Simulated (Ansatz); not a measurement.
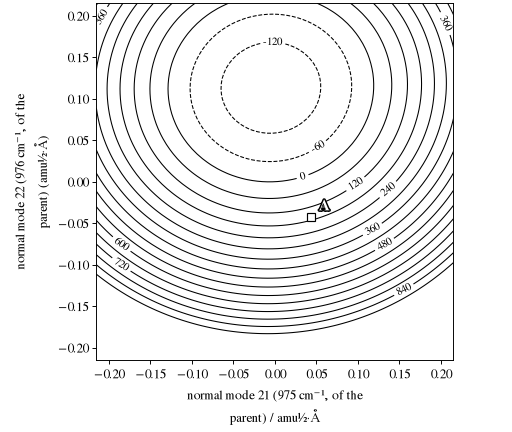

GeH₉NSi₂, charge +1, spin multiplicity 2. Coordinates scanned: (1) normal mode 21 (975 cm⁻¹, of the parent); (2) normal mode 22 (976 cm⁻¹, of the parent). Nothing is relaxed (straight displacements along the two mass-weighted modes). The scan uses an 11 × 11 grid. Points are written as (first, second). Energies: cm⁻¹, counted from the ion of charge +1 at the geometry of the relaxed parent of charge +0. Near the degeneracy a single determinant is a rough description. These are results of UKS B3LYP-D4/def2-SVP in Ansatz 0.2.0, not measurements.

Drawn: contour lines labelled in cm⁻¹ (none above 900), the point A. Between grid points the surface is interpolated.

Question: Is A at rest? If not, where is it pushed?

Answer: A, at (0.043 amu½·Å, −0.043 amu½·Å), is not a stationary point. The computed force is 1000 cm⁻¹ for each amu½·Å towards smaller values of the first coordinate and 3800 cm⁻¹ for each amu½·Å towards larger values of the second coordinate.
